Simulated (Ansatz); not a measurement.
FGeH$_{3}$O

Input file:

```
crystal:
  periodic: [false, false, false]
  atoms:
    - { symbol: Ge, position_ang: [0.0, 0.0, 0.0] }
    - { symbol: H, position_ang: [0.0, 0.0, 1.55] }
    - { symbol: H, position_ang: [1.4616, 0.0, -0.5162] }
    - { symbol: F, position_ang: [-0.7913, 1.3709, -0.5594] }
    - { symbol: O, position_ang: [-0.8337, -1.4443, -0.5894] }
    - { symbol: H, position_ang: [-1.2883, -1.91, 0.183] }
basis:
  gaussian: { orbitals: def2-SVP }
hamiltonian:
  xc: pbe
  dispersion: d4
relax:
  f_tol: 0.02
  max_steps: 40
output:
  orbitals: {}
```

Launched as:

```sh
ansatz run input.yaml --threads 1 --pin off --max-ram 2048MiB --backend cpu --events-out ev --progress --plain --runs-dir out
```

The fields are those of the run's last geometry, not of the input's.

These are results of RKS PBE-D4/def2-SVP (Ansatz), not measurements.

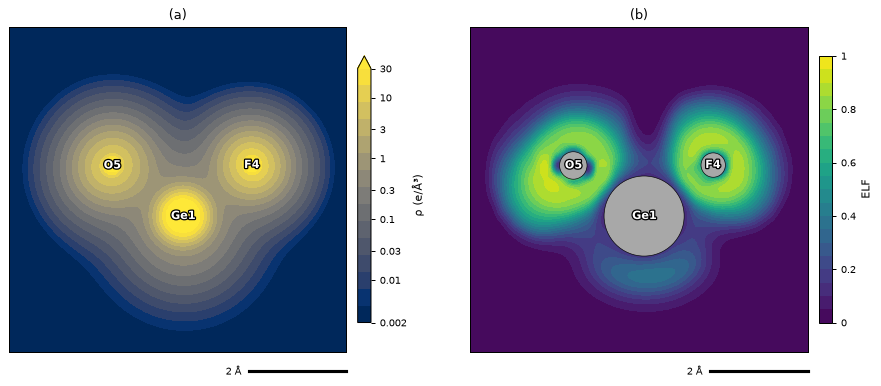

Figure 1. (a) total electron density; (b) ELF on the plane of atoms F4, Ge1 and O5. Grey discs cover the atomic cores in the ELF map.

Interpret the plot.

Answer.
- Atoms in the plane: Ge, F and O.
- Ge–F (1.76 Å): the density is about 0.87 e/Å³ at the midpoint; the ELF peaks at about 0.80 in the valence shell of F, 0.5 Å from its nucleus, and is about 0.25 at the midpoint.
- Ge–O (1.78 Å): ρ at the midpoint is about 0.95 e/Å³; the ELF peaks at about 0.85 in the valence shell of O, 0.6 Å from its nucleus, and is about 0.35 at the midpoint.
- The ELF also peaks beside O5 and F4, away from the bonds: lone-pair regions.

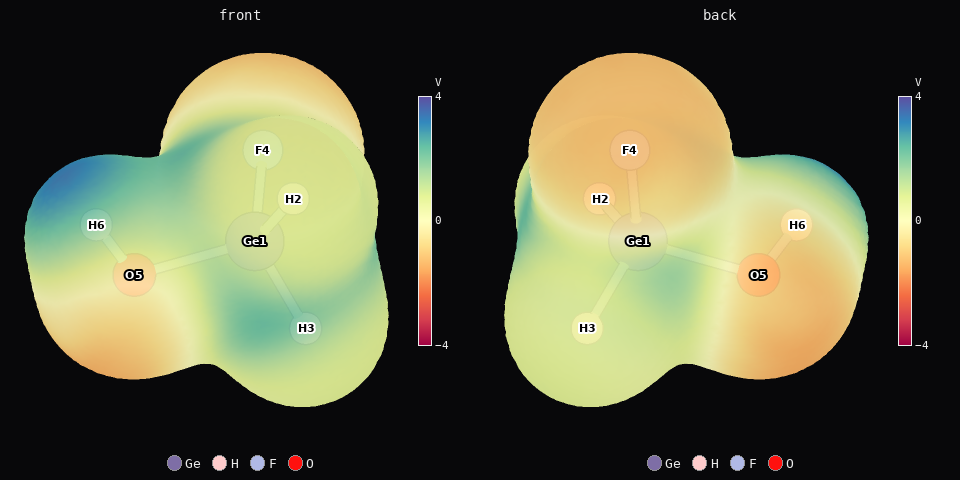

Figure 2. The electrostatic potential painted on the density surface at 0.004 e/bohr³, seen from the front and from behind; the colour scale runs from red (negative) to blue (positive).

Where is the surface potential most negative and most positive?

Answer. The most negative region (about −1.5 V) lies over O5, the most positive (about +3.3 V) over H6. O5 is the likeliest acceptor of a hydrogen bond.

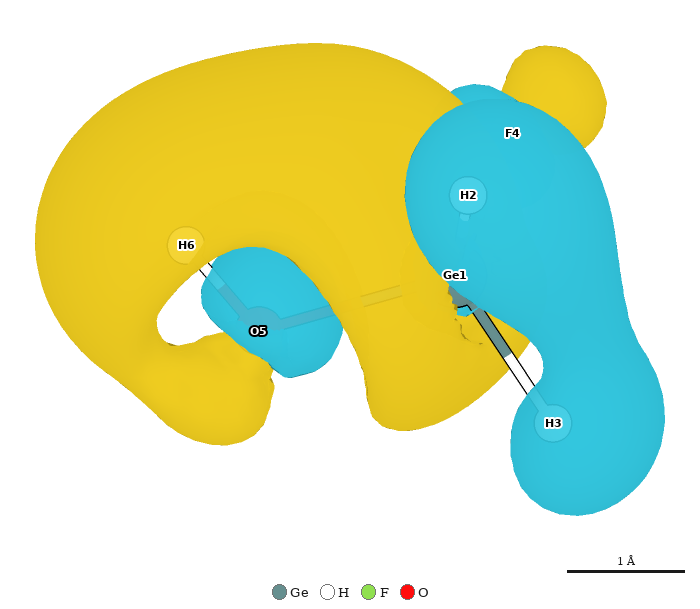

Figure 3. The LUMO at ±0.1 Å⁻³ᐟ² (yellow and cyan are the two phases), seen across its widest extent.

Where does this orbital lie, and at what energy?

Answer. It lies mainly on Ge1 (about 40 %), O5 (about 25 %), H6 (about 15 %), F4 (about 10 %) and H2 (about 10 %). Its energy is −0.39 eV.
